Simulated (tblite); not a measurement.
## C5H11N: molecular dynamics (part 1 of 3)

System: C5H11N.
Method: GFN2-xTB Langevin dynamics, gas phase (tblite 0.8.0).

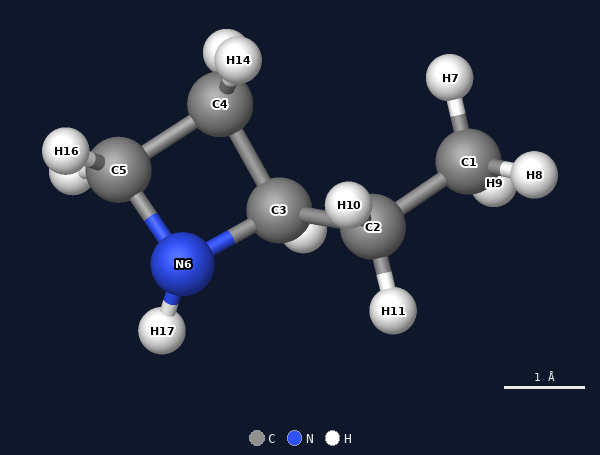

The structure as given in the input (ball-and-stick view, seen at a tilt; atoms are numbered from 1 in the order of the input). Bond lengths as drawn: C–C 1.52 to 1.54 Å, C–H 1.09 to 1.10 Å, C–N 1.46 to 1.47 Å and H–N 1.01 Å.

Input
```
{"job": {"kind": "md", "xc": "GFN2-xTB", "basis": "xTB", "temperature": 300, "steps": 2000, "every": 50}, "charge": 0, "multiplicity": 1}
C      2.272259     0.128655     0.086659
C      1.077846    -0.771767     0.377218
C     -0.208779    -0.215211    -0.217087
C     -0.834000     1.017759     0.459203
C     -2.148019     0.227799     0.473462
N     -1.403548    -0.988578     0.144038
H      2.116391     1.118908     0.508667
H      3.178404    -0.291410     0.516410
H      2.419241     0.234022    -0.986418
H      0.942863    -0.884047     1.453825
H      1.251118    -1.765901    -0.040084
H     -0.081161    -0.068674    -1.300234
H     -0.830910     1.940552    -0.114970
H     -0.435663     1.200608     1.453457
H     -2.858535     0.557921    -0.293575
H     -2.667427     0.154702     1.431502
H     -1.797078    -1.583307    -0.575425
```

The first line tells a small driver script what to run in tblite; the rest is the geometry in Å.

Hardware: 1 CPU thread, shared host.

Launch command:
```bash
OMP_NUM_THREADS=1 python <driver script> task.json out
```

Log
```
t/fs     T/K      E/eV
    0.0   259.0   -522.78720
   25.0   178.6   -522.36684
   50.0   264.7   -522.36844
   75.0   302.5   -522.21028
  100.0   305.8   -522.26899
  125.0   280.1   -521.99210
  150.0   264.4   -522.20057
  175.0   286.6   -522.12024
  200.0   329.7   -522.27036
  225.0   292.4   -522.08443
  250.0   308.6   -522.04755
  275.0   354.9   -522.19576
  300.0   252.6   -521.96535
  325.0   339.5   -522.23928
  350.0   352.7   -522.28632
  375.0   370.7   -522.25972
  400.0   280.8   -522.16662
  425.0   295.0   -522.16184
  450.0   292.0   -522.05983
  475.0   286.1   -521.97626
  500.0   292.8   -522.04953
  525.0   248.7   -522.02635
  550.0   374.7   -522.10181
  575.0   279.0   -521.94530
  600.0   405.8   -522.24590
  625.0   370.0   -522.14265
  650.0   414.0   -522.02968
  675.0   377.1   -522.17133
  700.0   328.8   -522.10338
  725.0   294.8   -522.10257
  750.0   296.9   -522.00561
  775.0   374.5   -522.31317
  800.0   301.1   -522.15254
  825.0   398.3   -522.17783
  850.0   310.6   -522.06344
  875.0   329.3   -522.19663
  900.0   383.9   -522.25394
  925.0   356.6   -522.18914
  950.0   343.0   -522.12994
  975.0   318.1   -522.26383
 1000.0   292.5   -522.13891
```

Trajectory as extended XYZ (Å, eV, eV/Å), 41 frames, from step=0 to step=40
```
17
Properties=species:S:1:pos:R:3:forces:R:3 step=0 time_fs=0.0 energy=-522.78720 temperature=259.0
C     2.2723    0.1287    0.0867   -0.0044  -0.0032  -0.0009
C     1.0778   -0.7718    0.3772   -0.0024  -0.0023  -0.0020
C    -0.2088   -0.2152   -0.2171    0.0042   0.0072   0.0002
C    -0.8340    1.0178    0.4592   -0.0002   0.0010   0.0020
C    -2.1480    0.2278    0.4735    0.0025  -0.0036   0.0021
N    -1.4035   -0.9886    0.1440    0.0069   0.0018  -0.0055
H     2.1164    1.1189    0.5087   -0.0049  -0.0043  -0.0003
H     3.1784   -0.2914    0.5164   -0.0033   0.0066   0.0044
H     2.4192    0.2340   -0.9864   -0.0024   0.0001  -0.0001
H     0.9429   -0.8840    1.4538   -0.0007   0.0005  -0.0022
H     1.2511   -1.7659   -0.0401    0.0028  -0.0016  -0.0029
H    -0.0812   -0.0687   -1.3002    0.0007  -0.0043   0.0033
H    -0.8309    1.9406   -0.1150   -0.0024  -0.0029  -0.0014
H    -0.4357    1.2006    1.4535    0.0038   0.0000  -0.0013
H    -2.8585    0.5579   -0.2936    0.0058   0.0041   0.0019
H    -2.6674    0.1547    1.4315   -0.0043   0.0034   0.0011
H    -1.7971   -1.5833   -0.5754   -0.0018  -0.0025   0.0014
17
Properties=species:S:1:pos:R:3:forces:R:3 step=1 time_fs=25.0 energy=-522.36684 temperature=178.6
C     2.2620    0.0456    0.1282    0.0665  -0.4111  -2.0674
C     1.0230   -0.7645    0.4055   -0.0200  -0.7130   0.8247
C    -0.2461   -0.1965   -0.1926    1.0633   0.3193  -1.7678
C    -0.9221    1.0447    0.4164    0.0818   0.3281  -0.0380
C    -2.1850    0.1648    0.4274   -1.2850   0.7655   0.7592
N    -1.3681   -0.9953    0.1471   -1.5583  -1.6470  -0.3617
H     1.9711    1.0596    0.2662    0.4575   0.8924   0.4734
H     3.0721   -0.3193    0.7453    0.1662   0.3924  -0.0914
H     2.5393   -0.0336   -0.9903   -0.2042  -0.0497   1.6386
H     0.8590   -0.8310    1.5140    0.1507  -0.0791  -0.8421
H     1.1759   -1.7828    0.0054   -0.2754   0.2341   0.3188
H    -0.1422   -0.1628   -1.3285    0.2457   0.5075   0.8501
H    -0.9716    1.9892   -0.1699    0.0540  -0.7936   0.1894
H    -0.5240    1.2944    1.4048   -0.1623  -0.1700  -0.1232
H    -2.9378    0.4971   -0.3138    0.3928  -0.2970  -0.2381
H    -2.7941    0.1229    1.3830    0.8799  -0.2018  -0.5875
H    -1.6477   -1.6888   -0.5917   -0.0532   0.9231   1.0630
17
Properties=species:S:1:pos:R:3:forces:R:3 step=2 time_fs=50.0 energy=-522.36844 temperature=264.7
C     2.2428    0.0629    0.0921   -0.9887   0.9508  -1.4965
C     0.9623   -0.6870    0.4569    0.1589  -0.7504   0.3810
C    -0.3484   -0.2336   -0.1815    0.1874   0.5395  -1.2877
C    -1.0626    1.0392    0.3339    0.5829   0.0506   0.3187
C    -2.3239    0.2010    0.3968   -1.3318   0.1938   0.4345
N    -1.5287   -1.0195    0.2485    0.9751   1.6486   0.9564
H     2.0291    1.1603    0.1867    0.8329  -0.9295   0.5225
H     3.1024   -0.3738    0.5965   -0.2280   0.6480   0.2445
H     2.4276   -0.0584   -0.9977   -0.0527  -0.0759   0.4871
H     0.8220   -0.6558    1.5516    0.0693  -0.1763  -0.3771
H     1.1556   -1.7314    0.1348   -0.4413   0.2804   0.4119
H    -0.1858   -0.1585   -1.3210   -0.3268  -0.3037   1.1520
H    -1.1431    1.9224   -0.2852    0.2579   0.0239  -0.3426
H    -0.6167    1.3357    1.2872   -0.4270  -0.0549   0.0722
H    -3.0794    0.4174   -0.3940    0.7351  -0.1543  -0.2394
H    -2.9774    0.2915    1.2979    0.8303  -0.4308   0.0190
H    -1.8270   -1.6524   -0.4228   -0.8334  -1.4600  -1.2565
17
Properties=species:S:1:pos:R:3:forces:R:3 step=3 time_fs=75.0 energy=-522.21028 temperature=302.5
C     2.1331    0.0310    0.0333   -0.8900  -1.3079   0.5475
C     0.8537   -0.6447    0.5853    0.7421  -0.6085  -1.2648
C    -0.4306   -0.2487   -0.1241    0.1703  -0.0882  -0.2106
C    -1.1136    1.0585    0.2331   -0.7718   0.1274   0.3769
C    -2.4233    0.2266    0.3842   -0.1198   1.1564  -0.6286
N    -1.6116   -0.9540    0.4263    0.6722  -1.3733  -0.7415
H     1.9920    1.0602    0.1659    0.6989   1.4122   0.8742
H     3.0168   -0.4966    0.3839   -0.0058   0.7405   0.7991
H     2.2411   -0.0659   -1.0010   -0.3671  -0.4762  -1.9757
H     0.7608   -0.4178    1.6196   -0.0121  -0.1149   0.8774
H     0.9798   -1.7236    0.4032   -0.1794   0.1539   0.4499
H    -0.1805   -0.1734   -1.2050   -0.6431  -0.9336   0.0161
H    -1.0965    1.8479   -0.5156   -0.0917  -0.0733   0.0381
H    -0.7545    1.4319    1.1771   -0.0521   0.2872   0.3530
H    -3.0897    0.3417   -0.4981    0.2726  -0.1139   0.0620
H    -3.0489    0.4524    1.2535    0.2187  -0.3140   0.2032
H    -1.9337   -1.8909    0.0621    0.3581   1.5263   0.2238
17
Properties=species:S:1:pos:R:3:forces:R:3 step=4 time_fs=100.0 energy=-522.26899 temperature=305.8
C     2.0003   -0.0296   -0.0456    0.2376  -1.7073   0.1217
C     0.7642   -0.6606    0.6698    1.2430  -0.0690  -1.0821
C    -0.5067   -0.2985   -0.0816   -0.4102   0.6403   2.3627
C    -1.2117    1.0952    0.1735    1.1058  -0.9482  -0.2709
C    -2.4674    0.2413    0.3902   -0.4989   1.0898  -1.0198
N    -1.6677   -0.9361    0.6008    1.2540   1.4824  -0.6011
H     2.0609    1.0035    0.1732    0.3258   0.8095   0.4811
H     2.8910   -0.6162    0.2356   -0.1479   0.7055   0.4277
H     2.0459   -0.1049   -1.1269   -0.7628  -0.1903  -0.2664
H     0.7429   -0.2628    1.6752   -0.1281  -0.1004   0.2363
H     0.9098   -1.7792    0.7277   -0.4052   1.0958  -0.1569
H    -0.3364   -0.3770   -1.1201   -0.2533  -0.8198  -1.3264
H    -1.1538    1.7794   -0.6901   -0.2452  -0.2440   0.5897
H    -0.8036    1.5328    1.0787   -0.2362   0.2631  -0.0283
H    -3.0933    0.3093   -0.5592    0.3229  -0.4219   0.9642
H    -3.0434    0.4981    1.2600   -0.5679   0.1169   0.2853
H    -1.9516   -1.7718    0.1923   -0.8333  -1.7024  -0.7170
17
Properties=species:S:1:pos:R:3:forces:R:3 step=5 time_fs=125.0 energy=-521.99210 temperature=280.1
C     1.9581   -0.0660   -0.0525    1.2609   1.1729  -0.4940
C     0.7874   -0.6659    0.7662    1.2987  -0.5623  -0.2118
C    -0.5326   -0.4357    0.0562   -0.9697   2.2902   1.8351
C    -1.2255    1.0305    0.1389    1.9225  -2.1969   1.0907
C    -2.5305    0.2820    0.3267   -0.1332   0.7109  -1.1795
N    -1.7912   -0.9132    0.6688    0.0908  -2.3431  -1.3429
H     2.0278    1.1025   -0.0058   -0.3342  -2.0829  -0.0462
H     2.9487   -0.4572    0.3451   -1.2014   0.5301  -0.3332
H     1.9588   -0.3536   -1.1610   -0.3346   0.3566   1.5514
H     0.8595   -0.3224    1.8181   -0.3864  -0.0040  -0.6851
H     1.0423   -1.7537    0.7719   -0.6098   0.4749   0.1489
H    -0.3812   -0.6888   -0.9557   -0.0915  -0.5141  -1.3641
H    -0.9912    1.5531   -0.7283   -0.1052   1.2693  -1.1870
H    -0.8908    1.5018    1.0634   -0.0701   0.2344  -0.3102
H    -3.1846    0.3629   -0.6171    0.6708  -0.6041   1.2108
H    -3.0240    0.6561    1.1935   -1.0339   0.1278   0.4593
H    -2.0880   -1.8192    0.2080    0.0264   1.1403   0.8578
17
Properties=species:S:1:pos:R:3:forces:R:3 step=6 time_fs=150.0 energy=-522.20057 temperature=264.4
C     1.9292   -0.0769   -0.0265   -0.1291   2.3390  -0.7572
C     0.7651   -0.6748    0.7851    1.0021   0.7233   0.3794
C    -0.5573   -0.4635    0.0798   -0.3512   0.9459   0.4125
C    -1.1308    0.9913    0.1645    0.2381  -1.9430  -1.5618
C    -2.4829    0.3203    0.3109    0.0548   0.4097  -1.6621
N    -1.8269   -0.8923    0.7177    1.0632  -0.2541   0.6182
H     1.6071    1.0041   -0.3647    0.6176  -1.8688   0.4728
H     2.8862    0.0823    0.5228   -0.9252  -0.4064  -0.1017
H     2.1748   -0.6377   -0.9417   -0.3211   0.1364   0.4302
H     0.8122   -0.2365    1.8045   -0.4376  -0.1014  -0.5770
H     0.9836   -1.7053    0.8919   -0.0332  -1.2468   0.1922
H    -0.4739   -0.8242   -0.9546    0.0224   0.0654   0.0024
H    -0.9936    1.5095   -0.7436    0.1959   1.0891  -0.7065
H    -0.7400    1.4384    1.0092    0.4228   1.1450   1.4983
H    -2.9131    0.2018   -0.7348   -0.1274   0.3402   0.9793
H    -3.1614    0.8022    0.9789   -0.6445  -0.1142   0.4926
H    -2.1791   -1.6915    0.2586   -0.6475  -1.2595  -0.1116
17
Properties=species:S:1:pos:R:3:forces:R:3 step=7 time_fs=175.0 energy=-522.12024 temperature=286.6
C     1.8255   -0.0884    0.0555    0.0932   1.7003  -0.3933
C     0.6612   -0.6764    0.8018    1.4392  -0.6810  -0.6182
C    -0.5803   -0.4463    0.0161    0.2419   0.7817  -0.5171
C    -1.0718    1.0373    0.0291    1.0433  -0.2702   0.0327
C    -2.4118    0.3862    0.3193   -1.4106   0.8260  -0.8729
N    -1.7523   -0.8019    0.7547   -0.1054  -0.6263   0.6835
H     1.4561    0.7496   -0.5220   -0.2695   0.2543  -0.4151
H     2.6060    0.3868    0.6137    0.3792  -0.1755   1.0222
H     2.3048   -0.7213   -0.6208    0.5225  -1.3202  -1.0295
H     0.7023   -0.2642    1.7760   -0.7880   0.5292   0.9510
H     0.7963   -1.7311    0.9086    0.1633  -0.9359   0.1756
H    -0.5088   -0.8420   -1.0562    0.0015   0.2239   1.0741
H    -0.9255    1.5780   -0.9337   -0.2194  -0.0997   0.9962
H    -0.6562    1.5645    0.9572   -0.5763  -0.4868  -1.5764
H    -3.0071    0.2272   -0.6217    0.1446   0.3007   0.4993
H    -2.9937    0.9655    1.0362   -0.3802  -0.4604   0.2219
H    -2.1225   -1.7473    0.6882   -0.2793   0.4396  -0.2340
17
Properties=species:S:1:pos:R:3:forces:R:3 step=8 time_fs=200.0 energy=-522.27036 temperature=329.7
C     1.9101   -0.0280    0.0826    0.5859  -0.3804  -0.7176
C     0.6855   -0.6489    0.7416    1.4253  -0.8534   0.1805
C    -0.6102   -0.4141    0.0224   -1.0221  -0.3328  -0.7809
C    -1.0752    1.0662   -0.1780   -0.2370  -0.9216   1.6185
C    -2.4645    0.5551    0.3908    0.9718   0.5031   0.2706
N    -1.8131   -0.6910    0.8593    0.9877   1.4395  -0.3186
H     1.6728    0.8166   -0.4933   -0.9067   1.0679  -1.1310
H     2.6407    0.4078    0.7301    0.3792  -0.3419   1.1017
H     2.4552   -0.6967   -0.5790   -0.1473  -0.2766  -0.0252
H     0.7237   -0.2424    1.7350   -0.8345   0.1827   0.5792
H     0.8823   -1.7372    0.8501   -0.3156   0.4383  -0.0623
H    -0.6571   -1.0101   -0.9677    0.2763   0.7818   1.0787
H    -1.0492    1.4335   -1.1962   -0.0502   0.1428   0.1324
H    -0.5328    1.7379    0.5627   -0.7989  -0.6850  -1.0990
H    -3.2240    0.4219   -0.3767   -0.0692  -0.0156  -0.1532
H    -2.8738    1.2092    1.2030    0.2383  -0.7278  -0.4402
H    -2.2250   -1.6003    0.7575   -0.4830  -0.0211  -0.2338
17
Properties=species:S:1:pos:R:3:forces:R:3 step=9 time_fs=225.0 energy=-522.08443 temperature=292.4
C     1.9319    0.0015    0.0848    1.4556  -0.0935  -0.4984
C     0.6774   -0.6121    0.7507    1.9486   0.3447   1.4943
C    -0.6012   -0.3874    0.0254   -2.6901  -0.9550   0.0663
C    -1.1275    1.0172   -0.2697   -1.2876  -0.3410   0.5018
C    -2.4248    0.7690    0.5647    1.8299  -0.8620   0.9684
N    -1.8351   -0.5862    0.9261    0.2639   0.7077  -0.4707
H     1.8568    0.9855   -0.4212   -0.7471  -0.7070   0.1874
H     2.7676    0.2065    0.8031   -0.8508  -0.5201  -0.1503
H     2.3705   -0.7143   -0.6442   -0.3958   0.4940   0.2176
H     0.6932   -0.1318    1.7637   -0.7113  -0.3381  -0.6516
H     0.8819   -1.7091    0.9522   -0.3987   1.1176  -0.4285
H    -0.7187   -1.1139   -0.8211    0.4568   0.7182   0.2137
H    -1.3677    1.2679   -1.2706   -0.0216  -0.0916  -1.1364
H    -0.5485    1.7845    0.1182    1.2387   1.3420   0.8391
H    -3.3397    0.8189    0.0168   -0.5221  -0.4537  -0.5972
H    -2.6156    1.3841    1.4900    0.6340  -0.5169  -0.7166
H    -2.3726   -1.3896    0.6181   -0.2023   0.1548   0.1612
17
Properties=species:S:1:pos:R:3:forces:R:3 step=10 time_fs=250.0 energy=-522.04755 temperature=308.6
C     1.8783    0.0067    0.0958   -0.6469   0.6565  -0.7850
C     0.5829   -0.5033    0.8579    2.4221   2.7784  -0.4999
C    -0.6317   -0.3614    0.0031   -1.3799  -0.2659   1.3974
C    -1.1343    1.0413   -0.3450   -0.4775  -0.0722  -0.5615
C    -2.1848    0.8393    0.7131   -1.0875  -0.6021   0.6125
N    -1.8001   -0.5835    0.9813    0.2431   0.6575  -1.5453
H     1.9285    1.0376   -0.4106   -0.9740  -1.2564   1.0164
H     2.7742   -0.0058    0.6792    0.2501  -0.3095   0.6822
H     1.9896   -0.6863   -0.7088    0.3833  -0.4641  -0.6730
H     0.5362    0.1334    1.7613   -0.5153  -0.3904  -0.3308
H     0.7536   -1.5077    1.1470    0.0582  -0.8811   0.2095
H    -0.7129   -1.0429   -0.8157    0.4684  -0.5251  -0.6179
H    -1.5468    1.1660   -1.3637   -0.0528  -0.5974   0.3265
H    -0.5518    1.9197   -0.2465    1.1641   0.4855   0.5874
H    -3.1832    1.0591    0.3529   -0.5253  -0.3661  -0.0640
H    -2.1013    1.3586    1.6608    0.4231   0.4075   0.1093
H    -2.4506   -1.3156    0.6523    0.2467   0.7449   0.1361
17
Properties=species:S:1:pos:R:3:forces:R:3 step=11 time_fs=275.0 energy=-522.19576 temperature=354.9
C     1.8452   -0.0350   -0.0284   -0.7260   0.2263  -0.4566
C     0.6155   -0.3411    0.9081    1.7398   0.0843  -2.0896
C    -0.6595   -0.3798    0.0712   -0.1137   1.0810   1.0945
C    -1.1447    0.9958   -0.3471    0.1567   2.5983  -0.2764
C    -2.1138    0.9206    0.8477   -0.4471  -0.5125  -0.8817
N    -1.8132   -0.4961    0.9627    0.5169  -0.6522   1.2619
H     1.8999    1.0246   -0.3183   -0.3628  -0.1489   0.3748
H     2.7927   -0.2487    0.4162    0.3813  -0.3791   0.4804
H     1.7873   -0.5419   -0.9838   -0.0793  -0.4973  -0.0077
H     0.7124    0.4818    1.5676   -0.8775   0.6208   0.9587
H     0.7415   -1.2598    1.4543    0.0828  -0.3792   0.0236
H    -0.6931   -1.0933   -0.7028    0.6205  -1.0181  -0.9088
H    -1.6335    1.0664   -1.3358    0.0598  -0.3204   0.4829
H    -0.4547    1.9012   -0.3076   -0.4191  -1.2212   0.0088
H    -3.1768    1.1295    0.7083    0.1193   0.2996  -0.1279
H    -1.7490    1.3434    1.7558    0.1989   0.8931   0.5041
H    -2.5162   -1.1096    0.6442   -0.8505  -0.6746  -0.4408
17
Properties=species:S:1:pos:R:3:forces:R:3 step=12 time_fs=300.0 energy=-521.96535 temperature=252.6
C     1.8397   -0.0522   -0.0700    0.6131  -1.2243  -0.1721
C     0.6563   -0.2446    0.8893    0.4015  -1.6964  -1.6598
C    -0.7071   -0.3555    0.1445    0.4274  -0.2649   0.9095
C    -1.2118    0.9449   -0.3694   -0.6918   2.9867   0.1040
C    -2.1298    0.9526    0.8967   -0.3991   0.8333  -0.9730
N    -1.8562   -0.4416    1.0901    0.2438  -1.7211   0.5548
H     1.8816    0.9089   -0.4685    0.1639   2.1095  -0.0006
H     2.8252   -0.2771    0.4577   -1.3379   0.1099  -0.8747
H     1.7198   -0.5927   -1.0220    0.2464  -0.7983   0.6871
H     0.8091    0.5118    1.6163   -0.8281   0.5385   0.7490
H     0.8275   -1.2357    1.2981   -0.1654  -0.0694   0.6321
H    -0.7370   -1.1447   -0.5932    0.5808  -0.4470  -0.1093
H    -1.7578    0.8951   -1.3172    0.0150  -0.0555   0.2076
H    -0.5413    1.8502   -0.4158   -0.3068  -1.0317  -0.0582
H    -3.2121    1.0493    0.7778    0.1220   0.9518  -0.0754
H    -1.7378    1.5612    1.7124   -0.1154   0.0770  -0.0455
H    -2.6852   -0.9285    0.7118    1.0308  -0.2982   0.1246
```
